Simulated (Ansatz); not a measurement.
```
atom    x (Å)    y (Å)    z (Å)
   S  -0.0669   2.1908   0.2874
  Sn   1.5443   0.3655   0.7405
   O   0.1662  -0.9770  -1.0182
   B  -1.1905  -0.9624  -0.9218
  Cl  -1.8831  -1.3591   0.6317
   H  -0.7792   2.0073   1.4210
   H   2.3603   0.7527  -0.8062
   H   0.4969  -0.7028  -1.8835
   H  -1.8986  -0.7357  -1.8662
```

Core potentials replace the inner electrons of Sn.

Computed with RKS PBE0-D4/def2-SVP in Ansatz.

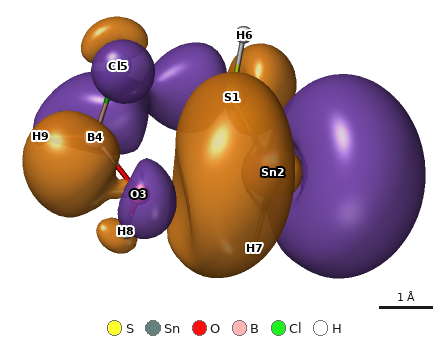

BClH4OSSn. One frontier orbital at ±0.06 Å⁻³ᐟ² (orange and purple are the two phases), seen at a tilt.

**Which orbital is it: HOMO or LUMO?**

The LUMO, at −1.72 eV. By Hirshfeld shares it lies mainly on Sn2 (about 70 %), B4 (about 10 %) and S1 (about 5 %).
